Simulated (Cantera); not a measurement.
Feed: 1 mol PbO, 0.42 mol H₂, equilibrated at 1.00 bar.

Cantera equilibrium calculation (NASA polynomials, part measured and part estimated; ideal gas, pure solids and liquids). Candidate condensed phases: H₂O, Pb, PbO, PbO₂, Pb₃O₄; 12 gas species. Each liquid is taken as pure. Mutual solubility and eutectic melting of coexisting phases are not modelled. Gases not in the tables: (PbO)n polymers. The numbers say what is thermodynamically allowed, not how fast it happens.

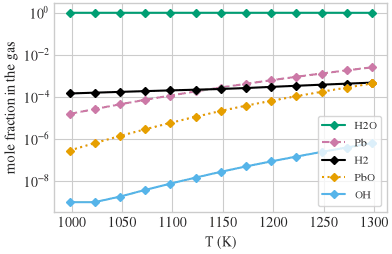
Figure: Equilibrium gas composition (values under 1e-9 drawn at 1e-9)

Q: Read off the mole fractions at 1148 K.

A: H₂O about 1.00, Pb about 0.00028, H₂ about 0.00024, PbO about 2.2e-5, OH about 2.8e-8.
